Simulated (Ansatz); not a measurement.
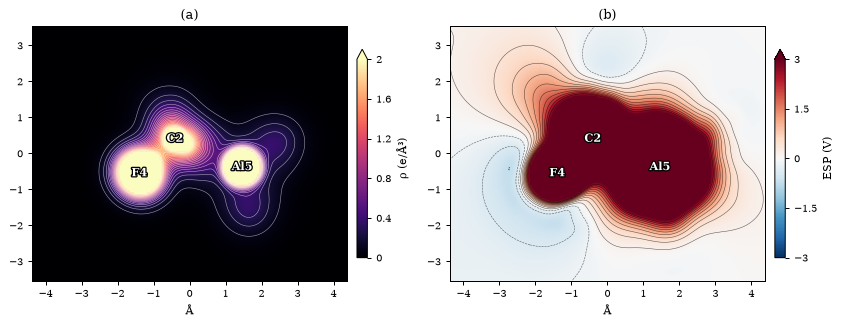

*CH3AlF2O. (a) electron density; (b) electrostatic potential on the plane of atoms F4, C2 and Al5.*

Geometry: PBE0-D4/def2-TZVP.

Level of theory: Ansatz, RKS PBE0-D4/def2-TZVPP.

```xyz
8

O    -0.2963    1.1975    0.8481
C     0.4372    0.1478    0.3901
F     0.7503   -0.6810    1.4435
F     1.6637    0.6035   -0.0376
Al   -0.6233   -0.7728   -1.0628
H     0.1954    1.6539    1.5479
H    -0.4323   -0.2698   -2.5472
H    -1.6026   -1.9361   -0.6377
```

What does the map show?

Answer.
- The plane passes through C, F and Al nuclei.
- C–F (1.38 Å): the density is about 2.1 e/Å³ at the midpoint, with its minimum of 1.7 e/Å³ about 0.5 Å from C.
- C–Al (2.02 Å): ρ is about 0.72 e/Å³ halfway.
- Outside the dense part of the molecule the potential is most negative (−0.7 V) near F4.
